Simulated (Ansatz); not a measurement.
# Calculations on BH₄SCl

**1. Relaxation**

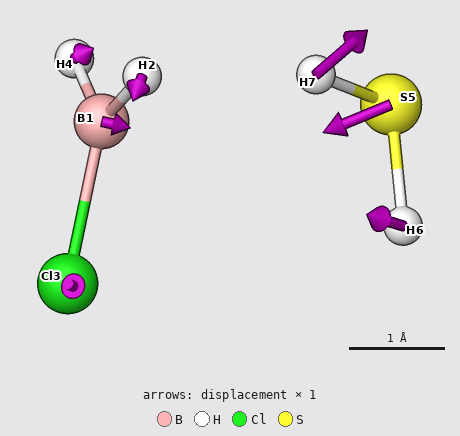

This is a relaxation of BH$_{4}$SCl. The starting structure is drawn; purple arrows show the displacements, at their true length. The two geometries are superimposed by the best rigid fit.

Style: ball-and-stick. Shown face on.

The run prepares an end point of a later path (reaction) calculation, from a guessed geometry.

The calculation used RKS PBE0-D4/def2-SVP in Ansatz. Settings: no spin polarisation; force threshold 0.03 eV/Å; at most 50 steps.

Question: What happened in the run?

Answer: After 15 accepted moves (16 points after the start) the energy has fallen by 8.85 kcal/mol. Largest force component: 0.78 eV/Å at the start, 0.0069 eV/Å at the end. The line search rejected the trial step at point 8 of the run. The atom that moves furthest after the best rigid fit is H7 (0.88 Å). Largest moves by element: H 0.88 Å, S 0.79 Å, Cl 0.39 Å, B 0.32 Å. Near-neighbour distances that change, for instance: B1–S5 3.085 → 2.073 Å, Cl3–S5 3.916 → 3.028 Å, B1–Cl3 1.745 → 1.826 Å, S5–H7 1.379 → 1.355 Å. New bonds form, among them: B1–S5 (3.09 → 2.07 Å). Among the angles between lasting bonds that change: H2–B1–H4 123.1° → 117.9°, Cl3–B1–H4 118.9° → 114.9°, H2–B1–Cl3 117.7° → 114.9°.

**2. Relaxation**

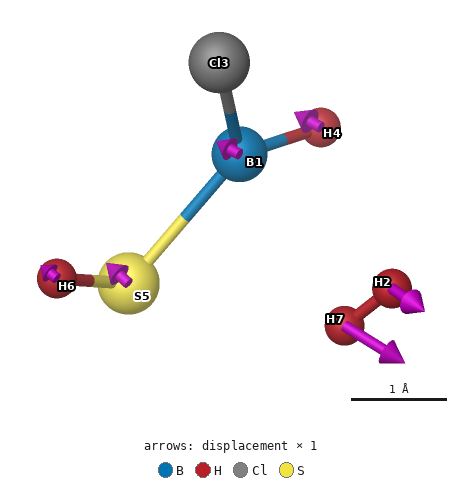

A relaxation of BH4SCl. The starting structure is drawn; purple arrows show the displacements, at their true length. The two geometries are superimposed by the best rigid fit.

A ball-and-stick model, seen at a tilt.

The run prepares an end point of a later path (reaction) calculation, from a guessed geometry.

Theory: RKS PBE0-D4/def2-SVP in Ansatz 0.2.0. (no spin polarisation; force threshold 0.03 eV/Å; at most 50 steps)

**Atoms of which element are displaced furthest, and by how much?**

Hydrogen: up to 0.79 Å, against 0.35 Å for sulfur.

**What happened in the run?**

After 15 accepted moves (19 points after the start) the energy has fallen by 0.246 eV. Largest force component: 1.9 eV/Å at the start, 0.0029 eV/Å at the end. The line search rejected the trial steps at points 10, 11, 13, 15 of the run. The forces were under the threshold at step 12, but the run went on from there. The atom that moves furthest after the best rigid fit is H7 (0.79 Å). By element the largest moves are H 0.79 Å, S 0.35 Å, B 0.32 Å, Cl 0.06 Å. Near-neighbour distances that change, for instance: B1–S5 1.850 → 1.779 Å, H2–H7 0.719 → 0.761 Å, B1–Cl3 1.746 → 1.751 Å. Cost: 34 s on 1 thread of Intel(R) Xeon(R) Platinum 8488C (Sapphire Rapids), on a shared host, peak memory 0.15 GiB.

Limits of the set-up: the start holds two separate molecules, 2.2 Å apart at their closest, whose relative position is a soft coordinate.

**3. Path**

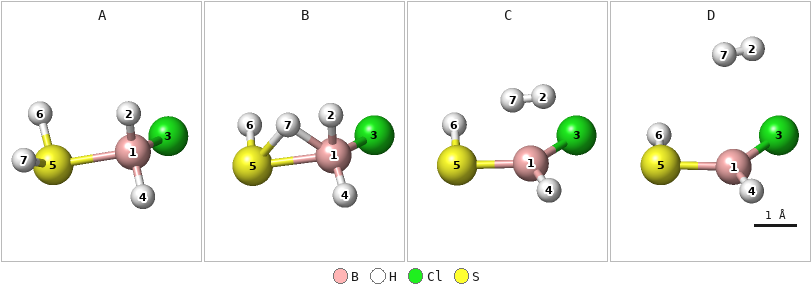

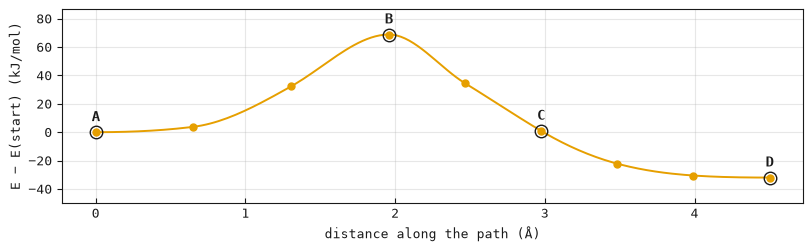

A search for the minimum-energy path of BH4SCl by the nudged elastic band. Images are numbered from 0 (start) to 8 (end). Frames A to D are images 0, 3, 5, 8. A ball-and-stick model, seen from a free direction.

Level of theory: RKS PBE0-D4/def2-SVP in Ansatz. Settings: 7 movable images; climbing image; force threshold 0.05 eV/Å; iteration limit 60; starting path through a guess of the saddle point.

### Describe the mechanism and the energy profile.

Forward barrier 68.8 kJ/mol, backward barrier 100.8 kJ/mol, with image 3 at the top; the reaction energy is −32.0 kJ/mol. Breaking: B1–H2 (1.21 → 1.29 at the top → 3.26 Å), S5–H7 (1.35 → 1.61 at the top → 3.67 Å). Forming: H2–H7 (2.80 → 1.13 at the top → 0.76 Å). The band converged in 11 iterations, with a climbing image at the top. At the top, the vibrational analysis gives one imaginary mode (772i cm⁻¹), as a transition state must have.

The run took 2.2 min on 1 thread of Intel(R) Xeon(R) Platinum 8488C (Sapphire Rapids), with other jobs on the host, peak memory 0.15 GiB.
